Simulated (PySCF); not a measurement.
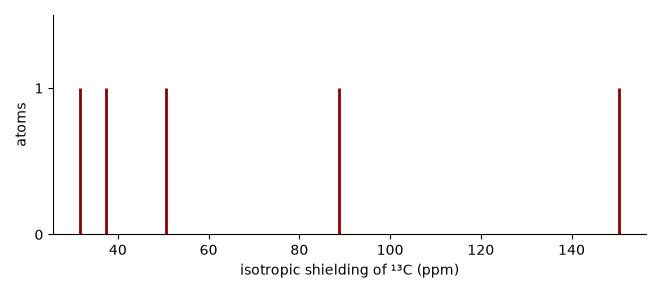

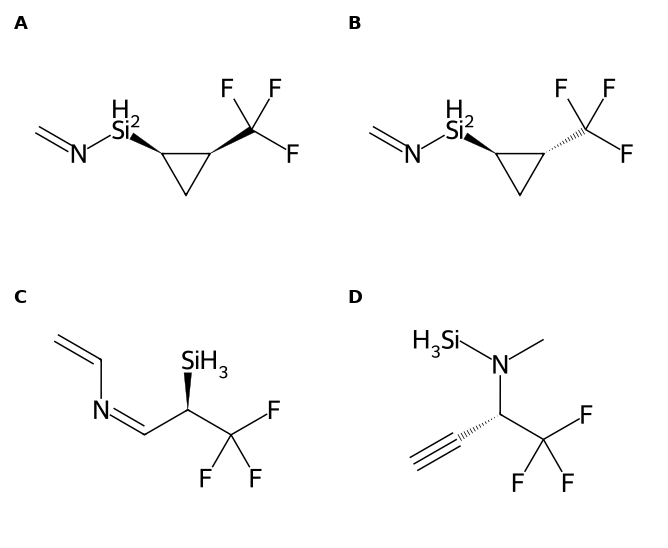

The sticks are computed shieldings of one of the molecules, for one fixed geometry (GFN2-xTB) without averaging over rotations. Low shielding means a high chemical shift. Method: GIAO PBE0/pcSseg-1 NMR shielding, non-relativistic, gas phase (PySCF 2.14.0).

### Which molecule gives this pattern?

C, `C=C/N=C\[C@@H]([SiH3])C(F)(F)F`. Its 5 C atoms give lines at 31.7, 37.4, 50.7, 88.7, 150.4 ppm.

The geometry is semi-empirical. Around Si such bond lengths and angles can be off by a tenth of an ångström or more and by several degrees, and values that hang on the shape move with them.
